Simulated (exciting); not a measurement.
Consider SnO2 (Cassiterite), space group P4_2/mnm.

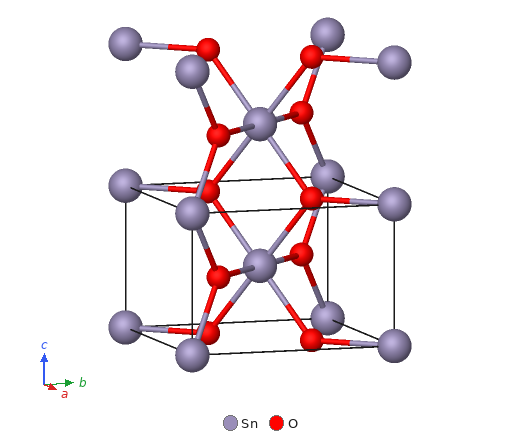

The structure (tin purple, oxygen red). 1×1×2 cells are drawn. Some periodic images of atoms are drawn too.

```cif
data_structure
_symmetry_space_group_name_H-M 'P 1'
_symmetry_Int_Tables_number 1
_cell_length_a 4.7380
_cell_length_b 4.7380
_cell_length_c 3.1865
_cell_angle_alpha 90.000
_cell_angle_beta 90.000
_cell_angle_gamma 90.000
_cell_volume 71.53
loop_
_atom_site_label
_atom_site_type_symbol
_atom_site_fract_x
_atom_site_fract_y
_atom_site_fract_z
_atom_site_occupancy
Sn1 Sn 0.50000 0.50000 0.50000 1
Sn2 Sn 0.00000 0.00000 0.00000 1
O3 O 0.80710 0.19290 0.50000 1
O4 O 0.69290 0.69290 0.00000 1
O5 O 0.19290 0.80710 0.50000 1
O6 O 0.30710 0.30710 0.00000 1
```

Absorber: atom 3, with nearest neighbours 3 Sn at 2.05 Å and 1 O at 2.59 Å (site symmetry m2m). Method: exciting, all-electron LAPW+lo, PBE, exchange and screened direct term (singlet BSE), 3×3×5 shifted k points, 26 conduction bands, |G+q| up to 3 bohr⁻¹, full RPA screening with nempty = 52, Lorentzian half width 0.45 eV.

Question: What does the O K spectrum look like, and is there a bound core exciton?

Bound core exciton? Undecided on this mesh: the first bright state (over 5 % of the brightest) lies at 0.31 eV from the Kohn–Sham onset and at -0.52 eV from the lowest bare transition of its own mesh; weaker or dark states reach down to 0.11 eV. Maxima (height): 2.0 eV (1.00), 5.1 eV (0.48), 6.6 eV (0.73), 8.2 eV (0.73) and 18.1 eV (0.17).

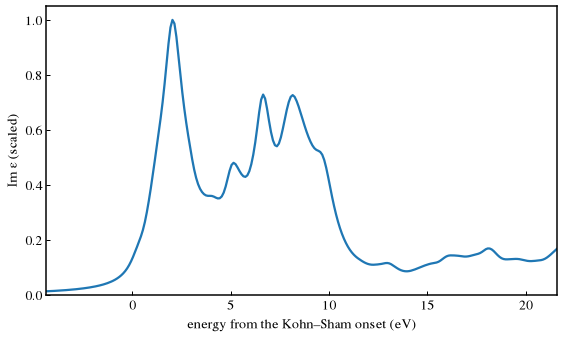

Energy from the Kohn–Sham onset, core level to the lowest empty state found on the meshes used; Im ε in relative units.

Binding energies aren't converged on 45 k points, and fine structure above the first lines is partly noise of the mesh. Exchange and the short-range direct term aren't converged in the kernel cutoff. The zero comes from the unshifted 3×3×5 ground-state mesh; it is exact only where the band minimum lies on that mesh. The Kohn–Sham onset, 506 eV, is no photon energy: the scale needs a rigid shift. No quasiparticle correction widens the gap or stretches the bands. Vibrations and energy-dependent lifetimes are left out. The structure is a published determination, not relaxed.

[Banner, clock and machine lines of the logs are left out without a mark of their own.]

[Logs are printed without paths, hosts, clocks, repeated set-up lines and the standing remarks that a program may print on its own settings, such as how far it seeks lower states.]

[Hosts, paths, dates, database ids (printed as entryN), source tags and the programs' standing remarks are cut or masked in the printed files.]
